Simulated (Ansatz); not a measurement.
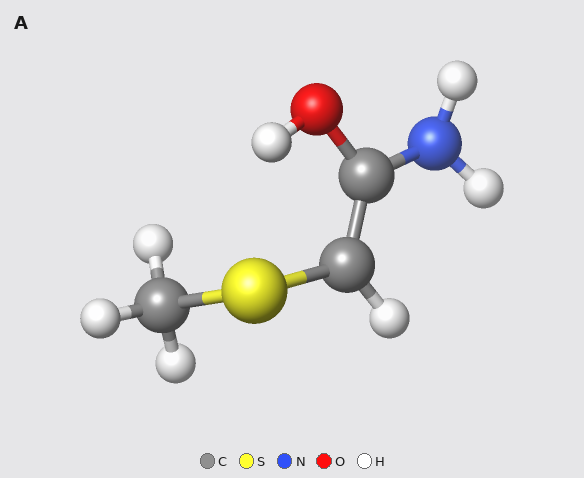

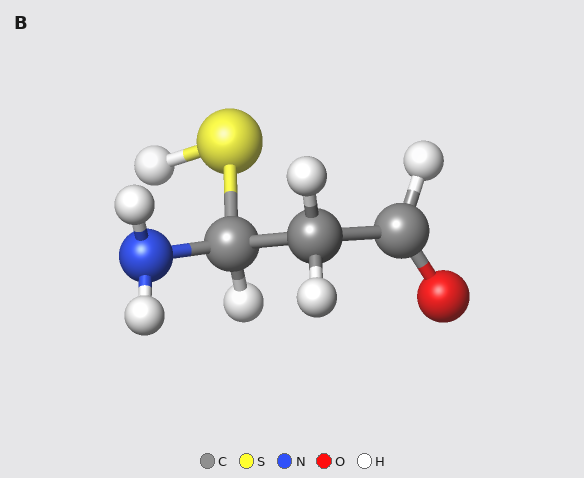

2 stationary structures of one formula. Geometries: PBE-D4/def2-SVP. Electronic energies: PBE-D4/def2-SVP (Ansatz 0.2.0), without zero-point energy. No frequency run is at hand to confirm each as a minimum. Each is one conformer, not always the lowest.

**Are they conformers, stereoisomers or constitutional isomers?**

They are constitutional isomers of C3H7NOS: A `CS/C=C(/N)O`, B `N[C@@H](S)CC=O`.

**Which is lowest in energy, and by how much?**

A is lowest; B lies 0.408 eV above it.
